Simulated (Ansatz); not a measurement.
**H3O+ (singlet): one geometry, many settings at distance O1–H4 = 2.164 Å**

What do other methods and options give for H3O+ (singlet) at this geometry, and how long do they take?

Method: the settings change from run to run; program: Ansatz 0.2.0, Gaussian basis.

22 further runs of the same task are left out: 2 for a known fault of the program, 11 that didn't finish, 9 set aside as unsound or not needed.

### Step 1. The system

The geometry derives from a PBE0/def2-TZVP stationary point (not a proven minimum). One bond is set to the value named and the two fragments are kept rigid.

4 atoms, charge 1, spin multiplicity 1.

Atoms are counted from 1 here; the program's logs count them from 0.

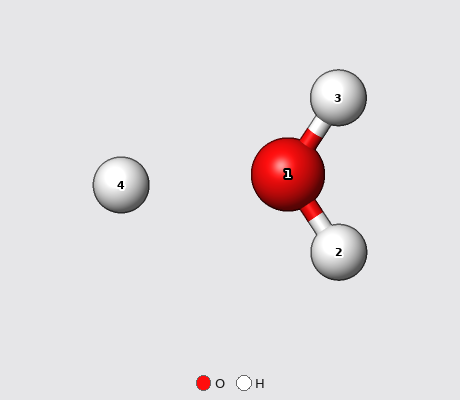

The structure; oxygen red, hydrogen white; atoms are numbered from 1 in the order of the file.

Coordinates:

```xyz
4
charge 1, multiplicity 1
O     0.02971    0.05268   -0.05888
H     0.97059    0.06696    0.20834
H    -0.45399    0.86221    0.20104
H    -0.98821   -1.76541    0.52531
```

### Step 2. NEVPT2(10,6)/6-31G

File in.yaml:

```yaml
crystal:
  periodic: [false, false, false]
  atoms:
    - {symbol: O, position_ang: [0.029711, 0.052682, -0.058884]}
    - {symbol: H, position_ang: [0.970585, 0.066955, 0.208344]}
    - {symbol: H, position_ang: [-0.453991, 0.862207, 0.201039]}
    - {symbol: H, position_ang: [-0.988211, -1.765408, 0.525305]}
basis:
  gaussian: {orbitals: 6-31G}
total_charge: 1
correlation: {method: sc_nevpt2, electrons: all, active_space: {window: {electrons: 10, orbitals: 6}}}
```

Launch:

```
$ ansatz run in.yaml --threads 1 --pin off --events-out ev --progress --plain --max-ram 2393MiB
```

What it wrote:

```text
Functional definition: HF
  name "HF"
  cite "Fock, Z. Phys. 61, 126 (1930) doi:10.1007/BF01340294"
  parent pbe
  exchange = exact_x
  correlation = 0
171 factors; integrals over basis functions are off by at most 3.1e-4 eV
mean field evaluation 1: about -2061.5822 eV, gradient 6.7e1 eV
mean field evaluation 2: about -2061.5864 eV, gradient 6.7e1 eV
mean field evaluation 4: about -2069.9187 eV, gradient 4.2e0 eV
mean field evaluation 8: about -2069.9674 eV, gradient 8.1e-3 eV
mean field -2069.96742963 eV, -76.0698999644 hartree, gradient 2.1e-6 eV, S^2 0.000000; 0 other end points of the search recorded, 0 dependent functions left out; unrestricted orbitals would lower it
reference -2069.96742963 eV, -76.0698999644 hartree; 5, 5 occupied and 10, 10 virtual orbitals, 171 factors
state -2071.07756733 eV, -76.1106967727 hartree
state -2071.07756733 eV, -76.1106967727 hartree; corrected -2073.18482755 eV, -76.1881371574 hartree
Total energy: -2073.18482755 eV, -76.1881371574 hartree
```

It took 0.12 s on 1 thread of Arm Neoverse V1, shared host.

From the report: 26 determinants; active occupations 2.00, 2.00, 2.00, 2.00, 1.79, 0.21.

### Step 3. CCSD(T) on RHF/6-31G

in.yaml: that of step 2 with these lines changed.

```diff
@@ -10,2 +10,4 @@
 total_charge: 1
-correlation: {method: sc_nevpt2, electrons: all, active_space: {window: {electrons: 10, orbitals: 6}}}
+magnetization: {spin_polarized: false}
+correlation: {method: ccsd_t, electrons: outside_noble_gas}
+accuracy: high
```

Same command.

What it wrote, cut to the lines that bear on the results:

```text
Functional definition: HF
  name "HF"
  cite "Fock, Z. Phys. 61, 126 (1930) doi:10.1007/BF01340294"
  parent pbe
[...]
280 factors; integrals over basis functions are off by at most 3.3e-9 eV
[...]
mean field -2069.96740668 eV, -76.0698991210 hartree, gradient 3.4e-8 eV, S^2 0.000000; 0 other end points of the search recorded, 0 dependent functions left out; unrestricted orbitals would lower it
1 core orbitals not correlated: weight in the atoms' cores, before any rotation towards them, 1.000 or more for the frozen orbitals, at most 0.000 for the correlated occupied ones
reference -2069.96740668 eV, -76.0698991210 hartree; 4, 4 occupied and 10, 10 virtual orbitals, 280 factors
second order -4.03093321 eV of doubles, -0.00000000 eV of singles
cycle   1  -3.87647972 eV  change    1.5e-1 eV  update   1.3e-1
[...]
cycle  26  -4.31117824 eV  change   7.1e-10 eV  update  4.0e-10
perturbative correction -0.15380433 eV, -0.0056522049 hartree
Total energy: -2074.43238924 eV, -76.2339842039 hartree
```

It took 0.21 s on 1 thread of Arm Neoverse V1, shared host.

From the report: correlation -4.4650 eV; T1 0.074; largest double amplitude 0.18.

### Step 4. CCSD on RHF/6-31G

in.yaml: that of step 3 with these lines changed.

```diff
@@ -11,3 +11,3 @@
 magnetization: {spin_polarized: false}
-correlation: {method: ccsd_t, electrons: outside_noble_gas}
-accuracy: high
+correlation: {method: ccsd, electrons: outside_noble_gas}
+output: {forces: true}
```

Launched as before.

What it wrote, cut to the lines that bear on the results:

```text
Functional definition: HF
  name "HF"
  cite "Fock, Z. Phys. 61, 126 (1930) doi:10.1007/BF01340294"
  parent pbe
[...]
171 factors; integrals over basis functions are off by at most 3.1e-4 eV
[...]
mean field -2069.96742963 eV, -76.0698999644 hartree, gradient 2.1e-6 eV, S^2 0.000000; 0 other end points of the search recorded, 0 dependent functions left out; unrestricted orbitals would lower it
1 core orbitals not correlated: weight in the atoms' cores, before any rotation towards them, 1.000 or more for the frozen orbitals, at most 0.000 for the correlated occupied ones
reference -2069.96742963 eV, -76.0698999644 hartree; 4, 4 occupied and 10, 10 virtual orbitals, 171 factors
second order -4.03084037 eV of doubles, -0.00000000 eV of singles
cycle   1  -3.87642294 eV  change    1.5e-1 eV  update   1.3e-1
[...]
cycle  15  -4.31112803 eV  change    2.8e-6 eV  update   1.5e-6
WARN: the results are in doubt because among natural orbitals full CI differs from the method by -0.085 eV
[...]
Total energy: -2074.27855766 eV, -76.2283309975 hartree
Atom 0 at     0.029711     0.052682    -0.058884 Å, force    -1.249922    -2.239371    -0.034939 eV/Å
Atom 1 at     0.970585     0.066955     0.208344 Å, force     0.494628    -0.386178     0.322313 eV/Å
Atom 2 at    -0.453991     0.862207     0.201039 Å, force    -0.590809     0.219754     0.316747 eV/Å
Atom 3 at    -0.988211    -1.765408     0.525305 Å, force     1.346103     2.405795    -0.604120 eV/Å
Dipole moment:    -0.242881    -0.430330     0.517620 e Å
In doubt: among natural orbitals full CI differs from the method by -0.085 eV
```

Run time: 0.18 s. Hardware: 1 thread of Arm Neoverse V1, shared host.

From the report: correlation -4.3111 eV; T1 0.074; largest double amplitude 0.18. Mind the lines of doubt at the end of the log.

### Step 5. CCSDT(Q) on RHF/6-31++G**

in.yaml: that of step 4 with these lines changed.

```diff
@@ -8,6 +8,6 @@
 basis:
-  gaussian: {orbitals: 6-31G}
+  gaussian: {orbitals: "6-31++G**"}
 total_charge: 1
 magnetization: {spin_polarized: false}
-correlation: {method: ccsd, electrons: outside_noble_gas}
-output: {forces: true}
+correlation: {method: ccsdt_q, electrons: outside_noble_gas}
+scf: {lower_state_search: light}
```

Same command.

What it wrote, cut to the lines that bear on the results:

```text
Functional definition: HF
  name "HF"
  cite "Fock, Z. Phys. 61, 126 (1930) doi:10.1007/BF01340294"
  parent pbe
[...]
601 factors; integrals over basis functions are off by at most 2.2e-7 eV
[...]
mean field -2070.96176410 eV, -76.1064410825 hartree, gradient 1.5e-6 eV, S^2 0.000000; 0 other end points of the search recorded, 0 dependent functions left out; unrestricted orbitals would lower it
1 core orbitals not correlated: weight in the atoms' cores, before any rotation towards them, 1.000 or more for the frozen orbitals, at most 0.000 for the correlated occupied ones
reference -2070.96176410 eV, -76.1064410825 hartree; 4, 4 occupied and 32, 32 virtual orbitals, 601 factors
second order -5.94155072 eV of doubles, -0.00000000 eV of singles
cycle   1  -5.80343929 eV  change    1.4e-1 eV  update   1.3e-1
[...]
cycle  19  -6.37745111 eV  change   -5.1e-7 eV  update   5.1e-7
perturbative correction -0.02097272 eV, -0.0007707332 hartree
Total energy: -2077.36018793 eV, -76.3415788211 hartree
```

Run time: 2.8 s. Hardware: 1 thread of Arm Neoverse V1, shared host.

From the report: correlation -6.3984 eV; T1 0.066; largest double amplitude 0.19.

### Step 6. CCSD on UHF/6-31G

in.yaml: that of step 5 with these lines changed.

```diff
@@ -8,6 +8,7 @@
 basis:
-  gaussian: {orbitals: "6-31++G**"}
+  gaussian: {orbitals: 6-31G}
 total_charge: 1
-magnetization: {spin_polarized: false}
-correlation: {method: ccsdt_q, electrons: outside_noble_gas}
-scf: {lower_state_search: light}
+magnetization: {spin_polarized: true, initial_magnetization: 0}
+correlation: {method: ccsd, electrons: outside_noble_gas}
+scf: {lower_state_search: off}
+output: {forces: true}
```

Launched as before.

What it wrote, cut to the lines that bear on the results:

```text
Functional definition: HF
  name "HF"
  cite "Fock, Z. Phys. 61, 126 (1930) doi:10.1007/BF01340294"
  parent pbe
[...]
171 factors; integrals over basis functions are off by at most 3.1e-4 eV
[...]
mean field -2070.54070123 eV, -76.0909673074 hartree, gradient 4.3e-6 eV, S^2 0.834020; 1 other end points of the search recorded, 0 dependent functions left out
1 core orbitals not correlated: weight in the atoms' cores, before any rotation towards them, 1.000 or more for the frozen orbitals, at most 0.000 for the correlated occupied ones
reference -2070.54070123 eV, -76.0909673074 hartree; 4, 4 occupied and 10, 10 virtual orbitals, 171 factors
second order -2.79659918 eV of doubles, -0.00000000 eV of singles
cycle   1  -2.95504425 eV  change   -1.6e-1 eV  update   7.9e-2
[...]
cycle  23  -3.73891608 eV  change    3.4e-7 eV  update   2.4e-7
[...]
Total energy: -2074.27961732 eV, -76.2283699391 hartree
Atom 0 at     0.029711     0.052682    -0.058884 Å, force    -1.216241    -2.179817    -0.119871 eV/Å
Atom 1 at     0.970585     0.066955     0.208344 Å, force     0.523118    -0.398877     0.348914 eV/Å
Atom 2 at    -0.453991     0.862207     0.201039 Å, force    -0.616778     0.237455     0.343069 eV/Å
Atom 3 at    -0.988211    -1.765408     0.525305 Å, force     1.309902     2.341239    -0.572112 eV/Å
Dipole moment:    -0.223160    -0.395101     0.507006 e Å
Checks for a lower state left out: starts, cluster_reference, orbital_swaps, neighbouring_geometries, increment
```

Run time: 0.27 s. Hardware: 1 thread of Arm Neoverse V1, shared host.

From the report: ⟨S²⟩ of the determinant 0.834 (pure singlet: 0.00); correlation -3.7389 eV; T1 0.168; largest double amplitude 0.25. The determinant is far from a pure spin state, so its energy mixes those of several spin states (harmless only where they are near-degenerate, as at dissociation).

### Step 7. BCCD(T) on RHF/def2-SVP

File in.yaml:

```yaml
crystal:
  periodic: [false, false, false]
  atoms:
    - {symbol: O, position_ang: [0.029711, 0.052682, -0.058884]}
    - {symbol: H, position_ang: [0.970585, 0.066955, 0.208344]}
    - {symbol: H, position_ang: [-0.453991, 0.862207, 0.201039]}
    - {symbol: H, position_ang: [-0.988211, -1.765408, 0.525305]}
basis:
  gaussian: {orbitals: def2-SVP, fitting: {mean_field: def2-universal-jkfit}, point_charges: [{charge: -0.50, position_ang: [5.652, 0.886, 0.579]}]}
total_charge: 1
magnetization: {spin_polarized: false}
correlation: {method: bccd_t, electrons: all, diis_vectors: 12}
accuracy: high
scf: {lower_state_search: full}
```

Same command.

What it wrote, cut to the lines that bear on the results:

```text
Functional definition: HF
  name "HF"
  cite "Fock, Z. Phys. 61, 126 (1930) doi:10.1007/BF01340294"
  parent pbe
[...]
131 factors; integrals over basis functions are off by at most 6.0e-1 eV
[...]
mean field -2070.30693155 eV, -76.0823764299 hartree, gradient 1.0e-8 eV, S^2 0.000000; 0 other end points of the search recorded, 0 dependent functions left out; unrestricted orbitals would lower it
[...]
reference -2070.30693155 eV, -76.0823764299 hartree; 5, 5 occupied and 24, 24 virtual orbitals, 131 factors
second order -6.08612622 eV of doubles, -0.00000000 eV of singles
cycle   1  -5.94510866 eV  change    1.4e-1 eV  update   1.3e-1
[...]
cycle  23  -6.37153400 eV  change  -1.6e-10 eV  update  5.3e-10
perturbative correction -0.22084663 eV, -0.0081159640 hartree
Total energy: -2076.89931218 eV, -76.3246419496 hartree
```

Run time: 0.33 s. Hardware: 1 thread of Arm Neoverse V1, shared host.

From the report: correlation -6.5924 eV; largest double amplitude 0.20.

### Step 8. MP2 on UHF/6-31G

File in.yaml:

```yaml
crystal:
  periodic: [false, false, false]
  atoms:
    - {symbol: O, position_ang: [0.029711, 0.052682, -0.058884]}
    - {symbol: H, position_ang: [0.970585, 0.066955, 0.208344]}
    - {symbol: H, position_ang: [-0.453991, 0.862207, 0.201039]}
    - {symbol: H, position_ang: [-0.988211, -1.765408, 0.525305]}
basis:
  gaussian: {orbitals: 6-31G}
total_charge: 1
magnetization: {spin_polarized: true, initial_magnetization: 0}
correlation: {method: mp2, electrons: valence}
scf: {lower_state_search: off}
output: {forces: true}
```

The command is unchanged.

What it wrote, cut to the lines that bear on the results:

```text
Functional definition: HF
  name "HF"
  cite "Fock, Z. Phys. 61, 126 (1930) doi:10.1007/BF01340294"
  parent pbe
[...]
171 factors; integrals over basis functions are off by at most 3.1e-4 eV
[...]
mean field -2070.54070123 eV, -76.0909673074 hartree, gradient 4.3e-6 eV, S^2 0.834020; 1 other end points of the search recorded, 0 dependent functions left out
1 core orbitals not correlated: weight in the atoms' cores, before any rotation towards them, 1.000 or more for the frozen orbitals, at most 0.000 for the correlated occupied ones
reference -2070.54070123 eV, -76.0909673074 hartree; 4, 4 occupied and 10, 10 virtual orbitals, 171 factors
second order -2.79659918 eV of doubles, -0.00000000 eV of singles
[...]
Total energy: -2073.33730041 eV, -76.1937404316 hartree
Atom 0 at     0.029711     0.052682    -0.058884 Å, force    -0.936938    -1.684814    -0.699819 eV/Å
Atom 1 at     0.970585     0.066955     0.208344 Å, force     0.628729    -0.537291     0.529861 eV/Å
Atom 2 at    -0.453991     0.862207     0.201039 Å, force    -0.791434     0.255497     0.522579 eV/Å
Atom 3 at    -0.988211    -1.765408     0.525305 Å, force     1.099643     1.966608    -0.352621 eV/Å
Dipole moment:    -0.097168    -0.169884     0.454919 e Å
Checks for a lower state left out: starts, cluster_reference, orbital_swaps, neighbouring_geometries, increment
```

It took 0.12 s on 1 thread of Arm Neoverse V1, shared host.

From the report: ⟨S²⟩ of the determinant 0.834 (pure singlet: 0.00). The determinant is far from a pure spin state, so its energy mixes those of several spin states (harmless only where they are near-degenerate, as at dissociation).

### Step 9. CASSCF(2,3)/6-31G

in.yaml: that of step 8 with these lines changed.

```diff
@@ -10,5 +10,3 @@
 total_charge: 1
-magnetization: {spin_polarized: true, initial_magnetization: 0}
-correlation: {method: mp2, electrons: valence}
-scf: {lower_state_search: off}
-output: {forces: true}
+correlation: {active_space: {window: {electrons: 2, orbitals: 3}}}
+scf: {lower_state_search: light}
```

The command is unchanged.

What it wrote:

```text
Functional definition: HF
  name "HF"
  cite "Fock, Z. Phys. 61, 126 (1930) doi:10.1007/BF01340294"
  parent pbe
  exchange = exact_x
  correlation = 0
171 factors; integrals over basis functions are off by at most 3.1e-4 eV
mean field evaluation 1: about -2061.5822 eV, gradient 6.7e1 eV
mean field evaluation 2: about -2061.5864 eV, gradient 6.7e1 eV
mean field evaluation 4: about -2069.9187 eV, gradient 4.2e0 eV
mean field evaluation 8: about -2069.9674 eV, gradient 8.1e-3 eV
mean field -2069.96742963 eV, -76.0698999644 hartree, gradient 2.1e-6 eV, S^2 0.000000; 0 other end points of the search recorded, 0 dependent functions left out
reference -2069.96742963 eV, -76.0698999644 hartree; 5, 5 occupied and 10, 10 virtual orbitals, 171 factors
state -2071.09697753 eV, -76.1114100844 hartree
Total energy: -2071.09697753 eV, -76.1114100844 hartree
```

Wall time 0.21 s (1 thread of Arm Neoverse V1, shared host).

From the report: 9 determinants; active occupations 1.79, 0.21, 0.00.

### Step 10. CCSDT(Q)/B on RHF/6-31++G**

in.yaml: that of step 9 with these lines changed.

```diff
@@ -8,5 +8,6 @@
 basis:
-  gaussian: {orbitals: 6-31G}
+  gaussian: {orbitals: "6-31++G**"}
 total_charge: 1
-correlation: {active_space: {window: {electrons: 2, orbitals: 3}}}
-scf: {lower_state_search: light}
+magnetization: {spin_polarized: false}
+correlation: {method: ccsdt_q_b, electrons: valence}
+scf: {lower_state_search: full}
```

The command is unchanged.

What it wrote, cut to the lines that bear on the results:

```text
Functional definition: HF
  name "HF"
  cite "Fock, Z. Phys. 61, 126 (1930) doi:10.1007/BF01340294"
  parent pbe
[...]
601 factors; integrals over basis functions are off by at most 2.2e-7 eV
[...]
mean field -2070.96176410 eV, -76.1064410825 hartree, gradient 1.5e-6 eV, S^2 0.000000; 0 other end points of the search recorded, 0 dependent functions left out; unrestricted orbitals would lower it
1 core orbitals not correlated: weight in the atoms' cores, before any rotation towards them, 1.000 or more for the frozen orbitals, at most 0.000 for the correlated occupied ones
reference -2070.96176410 eV, -76.1064410825 hartree; 4, 4 occupied and 32, 32 virtual orbitals, 601 factors
second order -5.94155072 eV of doubles, -0.00000000 eV of singles
cycle   1  -5.80343929 eV  change    1.4e-1 eV  update   1.3e-1
[...]
cycle  19  -6.37745111 eV  change   -5.1e-7 eV  update   5.1e-7
perturbative correction -0.01345065 eV, -0.0004943023 hartree
Total energy: -2077.35266586 eV, -76.3413023902 hartree
```

Run time: 3.2 s. Hardware: 1 thread of Arm Neoverse V1, shared host.

From the report: correlation -6.3909 eV; T1 0.066; largest double amplitude 0.19.

### Step 11. All runs side by side

Where basis and cores are those of an earlier FCI/6-31G run (-2074.4131 eV), and the state is the same kind, the miss against it is given. † marks a result that the program doubts.

| level | correlated | functions | energy (eV) | from FCI (meV) | time |
| --- | --- | --- | --- | --- | --- |
| NEVPT2(10,6)/6-31G | all | 15 | -2073.1848 |  | 0.12 s |
| CCSD(T) on RHF/6-31G | outside noble gas | 15 | -2074.4324 | -19.3 | 0.21 s |
| CCSD on RHF/6-31G † | outside noble gas | 15 | -2074.2786 | 134.5 | 0.18 s |
| CCSDT(Q) on RHF/6-31++G** | outside noble gas | 37 | -2077.3602 |  | 2.8 s |
| CCSD on UHF/6-31G | outside noble gas | 15 | -2074.2796 | 133.4 | 0.27 s |
| BCCD(T) on RHF/def2-SVP (beside a point charge) | all | 29 | -2076.8993 |  | 0.33 s |
| MP2 on UHF/6-31G | valence | 15 | -2073.3373 | 1075.8 | 0.12 s |
| CASSCF(2,3)/6-31G |  | 15 | -2071.0970 | 3316.1 | 0.21 s |
| CCSDT(Q)/B on RHF/6-31++G** | valence | 37 | -2077.3527 |  | 3.2 s |

### Step 12. Outcome

| quantity | value |
| --- | --- |
| runs | 9 |
| quickest | NEVPT2(10,6)/6-31G, 0.12 s |
| slowest | CCSDT(Q)/B on RHF/6-31++G**, 3.2 s |

In words: Total energies in different bases, with other cores or another treatment of relativity can't be set against each other. CCSDT(Q)/B on RHF/6-31++G** took 27 times as long as NEVPT2(10,6)/6-31G; the jobs differ in more than the method. Among the correlated runs with a miss given, it spans -19 to +1076 meV. Hartree-Fock, CASSCF and CASCI lack dynamic correlation by design.
